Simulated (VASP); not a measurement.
Band structure of SnS$_{2}$ (1T layered). All values below come from optB86b-vdW, VASP's PBE PAW potentials (set 64) (plane waves; VASP).

Unless said otherwise, spin-orbit coupling is left out, though it shifts the bands of the heavy elements here.

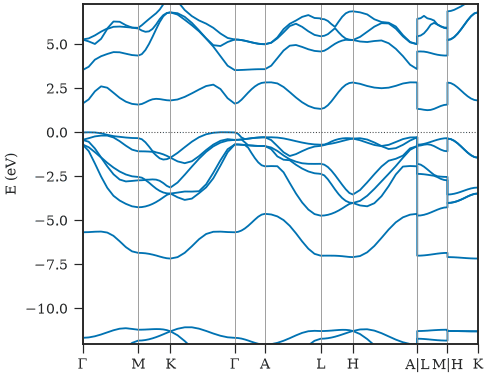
Fig. 1. Bands along high-symmetry lines, zero at the valence-band maximum or, without a gap, the Fermi level

Problem. Read the plot: is there a gap, and where are the band edges?

Solution. The gap is indirect, 1.25 eV, from the valence maximum at K-Γ at 0.78 to the conduction minimum at L-M at 0.33. (Edges off the drawn lines would not show.)

Measured: gap 2.18 eV (computed value off by -0.93 eV), as given by Joseph M. Gonzalez et al., Physical Review B (2016), arXiv:1609.04381.

The compound is SnS2 in the 1T layered structure. It was relaxed first.
